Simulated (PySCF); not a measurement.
Consider C5H4F3NS (SMILES Cc1cc(C(F)(F)F)sn1).

The calculation's input:

```
{"job": {"kind": "nmr", "xc": "PBE0", "basis": "pcSseg-1"}, "charge": 0, "multiplicity": 1}
C     -2.563422    -0.161770    -0.101560
C     -1.164706     0.339610     0.048180
C      0.009161    -0.463550    -0.104727
C      1.133356     0.288630     0.101385
C      2.556092    -0.168688     0.021392
F      3.230934     0.139795     1.130587
F      2.624397    -1.488893    -0.146086
F      3.195669     0.404086    -1.000203
S      0.675534     1.904125     0.462032
N     -0.943625     1.602567     0.344313
H     -3.271108     0.661820     0.052760
H     -2.776373    -0.954973     0.631761
H     -2.723783    -0.586433    -1.104459
H      0.019186    -1.525762    -0.347996
```

Command:

```sh
OMP_NUM_THREADS=1 python probes_run.py task.json out
```

Geometry: PBE0-D3(BJ)/def2-SVP.

All numbers below come from PBE0/pcSseg-1, SCF density, gas phase, non-relativistic in PySCF.

**What can the converged electron density and electron localisation function tell about the bonding?**

C–N (1.32 Å): ρ is about 2.5 e/Å³ halfway; the ELF peaks at about 0.90 between the atoms, as expected for localised, covalent bonding.
C–F (1.33 Å): the density is about 2.4 e/Å³ at the midpoint; the ELF peaks at about 0.85 between the atoms (a shared but strongly polarised pair).
C–C (1.37 Å): ρ is about 2.1 e/Å³ halfway; the ELF peaks at about 0.95 between the atoms (localised, covalent bonding).
S–N (1.65 Å): the density is about 1.6 e/Å³ at the midpoint; the ELF peaks at about 0.85 between the atoms: a covalent bond.

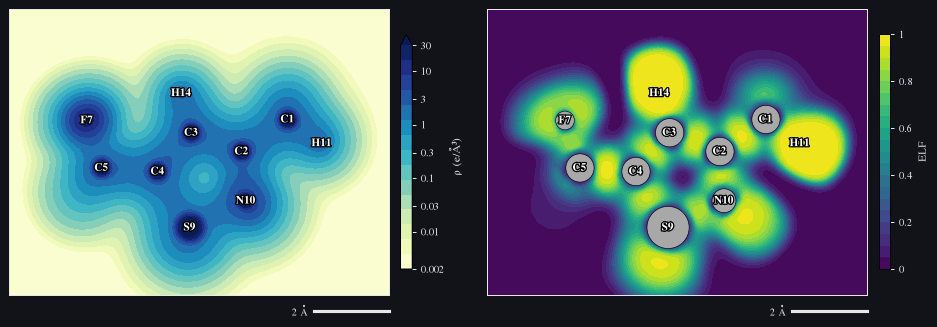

Computed electron density and electron localisation function on the plane of atoms C2, N10 and S9, in this order. Grey discs cover the atomic cores in the ELF map. 
